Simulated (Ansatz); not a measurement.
**CH6GaNO: single-point calculation**

System: CH6GaNO.
Method: RKS B3LYP-D4/def2-TZVPP (Ansatz 0.2.0).

The geometry comes from this level: PBE0-D4/def2-TZVP. Figures and captions count atoms from 1; the log counts them from 0 in places.

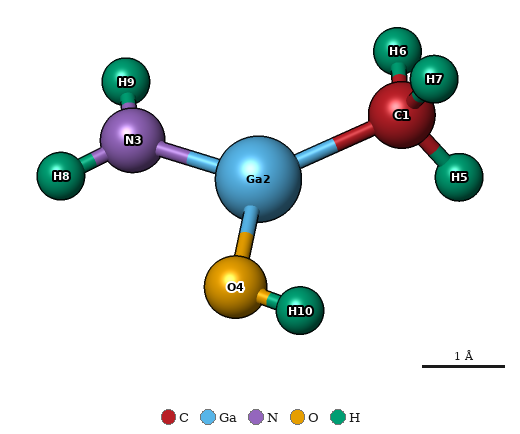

Fig. 1: The structure as given in the input (ball-and-stick view, seen at a tilt; atoms are numbered from 1 in the order of the input). Sticks mark near contacts.

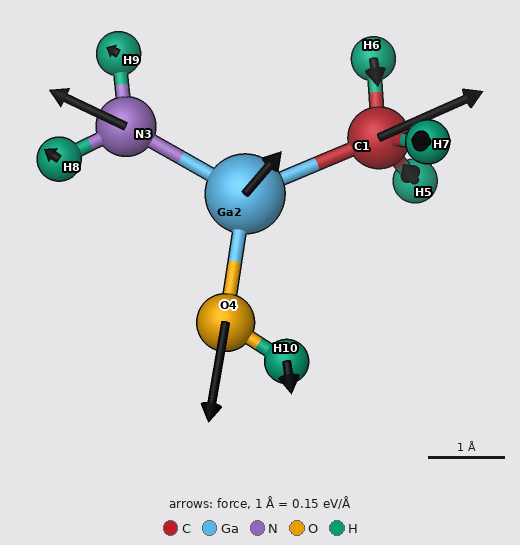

Fig. 2: Forces on the atoms as black arrows (ball-and-stick view, seen at a tilt; atoms are numbered from 1 in the order of the input). The largest act on C1 (0.23 eV/Å); O4 (0.21 eV/Å); N3 (0.17 eV/Å); Ga2 (0.12 eV/Å). The geometry is not a stationary point of this energy.

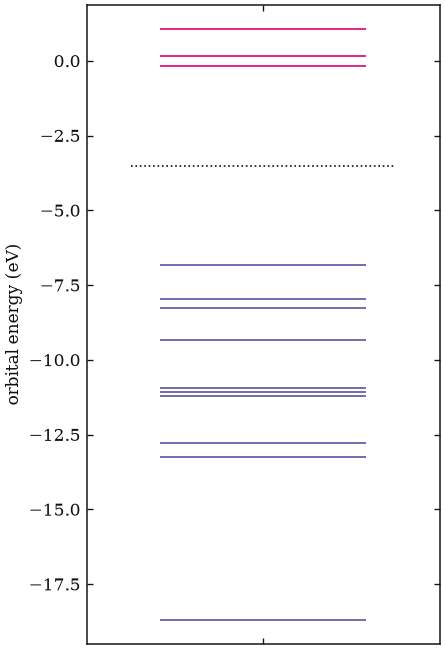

Fig. 3: Orbital energies near the frontier; the dotted line parts filled from empty levels, and levels within 0.02 eV of each other stand side by side. Highest filled −6.84 eV, lowest empty −0.17 eV, 6.67 eV apart.

The input that produced these results follows, with the program's output.

## Input
```yaml
crystal:
  periodic: [false, false, false]
  atoms:
    - {symbol: C, position_ang: [-1.438410, 0.605253, -0.277651]}
    - {symbol: Ga, position_ang: [0.382189, -0.085393, -0.099236]}
    - {symbol: N, position_ang: [1.049164, -0.960136, 1.336814]}
    - {symbol: O, position_ang: [1.627092, 0.080238, -1.383240]}
    - {symbol: H, position_ang: [-1.933242, 0.156438, -1.141416]}
    - {symbol: H, position_ang: [-2.031211, 0.388201, 0.611849]}
    - {symbol: H, position_ang: [-1.422161, 1.686869, -0.427022]}
    - {symbol: H, position_ang: [1.996285, -1.294766, 1.376972]}
    - {symbol: H, position_ang: [0.532612, -1.165880, 2.172900]}
    - {symbol: H, position_ang: [1.320784, 0.538174, -2.167068]}
basis:
  gaussian: {orbitals: def2-TZVPP}
hamiltonian: {xc: {name: B3LYP}, dispersion: d4}
output: {forces: true, orbitals: {seedname: orbitals}}
```

## Output
```
Functional definition: B3LYP
  name "B3LYP"
  cite "Stephens, Devlin, Chabalowski & Frisch, J. Phys. Chem. 98, 11623 (1994) doi:10.1021/j100096a001"
  cite "Becke, Phys. Rev. A 38, 3098 (1988) doi:10.1103/PhysRevA.38.3098"
  cite "Lee, Yang & Parr, Phys. Rev. B 37, 785 (1988) doi:10.1103/PhysRevB.37.785"
  cite "Vosko, Wilk & Nusair, Can. J. Phys. 58, 1200 (1980) doi:10.1139/p80-159"
  parameter a0 = 0.2
  parameter ax = 0.72
  parameter ac = 0.81
  exchange = (1 - a0 - ax)*slater_x + ax*b88_x + a0*exact_x
  correlation = (1 - ac)*vwn_rpa_c + ac*lyp_c
1243 factors; their error is unknown
mean field evaluation 1: about -57035.2784 eV, gradient 1.1e2 eV
mean field evaluation 2: about -56997.2464 eV, gradient 1.7e2 eV
mean field evaluation 4: about -57054.7872 eV, gradient 1.2e1 eV
mean field evaluation 8: about -57055.1086 eV, gradient 2.8e-1 eV
mean field evaluation 16: about -57055.2567 eV, gradient 5.7e-5 eV
mean field -57055.25673277 eV, -2096.7420114873 hartree, gradient 5.7e-5 eV, S^2 0.000000; 0 other end points of the search recorded, 0 dependent functions left out
the calculation of the forces begins
reference -57055.25699669 eV, -2096.7420211861 hartree; 29, 29 occupied and 196, 196 virtual orbitals, 1243 factors
Total energy: -57055.52701726 eV, -2096.7519442590 hartree
Atom 0 at    -1.438410     0.605253    -0.277651 Å, force    -0.217039     0.080527    -0.016476 eV/Å
Atom 1 at     0.382189    -0.085393    -0.099236 Å, force    -0.108603     0.019146     0.037288 eV/Å
Atom 2 at     1.049164    -0.960136     1.336814 Å, force     0.073525    -0.082823     0.128353 eV/Å
Atom 3 at     1.627092     0.080238    -1.383240 Å, force     0.149091     0.017669    -0.148699 eV/Å
Atom 4 at    -1.933242     0.156438    -1.141416 Å, force     0.024248     0.026091     0.048395 eV/Å
Atom 5 at    -2.031211     0.388201     0.611849 Å, force     0.028004     0.014294    -0.050582 eV/Å
Atom 6 at    -1.422161     1.686869    -0.427022 Å, force    -0.004400    -0.059424     0.008360 eV/Å
Atom 7 at     1.996285    -1.294766     1.376972 Å, force     0.011066    -0.017286     0.030010 eV/Å
Atom 8 at     0.532612    -1.165880     2.172900 Å, force     0.011083    -0.013690     0.021912 eV/Å
Atom 9 at     1.320784     0.538174    -2.167068 Å, force     0.033024     0.015496    -0.058562 eV/Å
Dipole moment:    -0.359330     0.077463     0.095336 e Å
```

## Results in brief

- outcome: converged
- total energy: −57055.5270 eV
- mean-field energy: −57055.2570 eV
- dispersion energy: −0.2700 eV
- SCF solution under orbital rotations: stable
- HOMO: −6.84 eV
- LUMO: −0.17 eV
- largest force (length of the vector): 0.232 eV/Å
- dipole moment: 1.82 D
- hardware: 4 CPU threads, shared host
- wall time: 3.6 s (CPU time 13 s)
- peak memory: 0.59 GiB
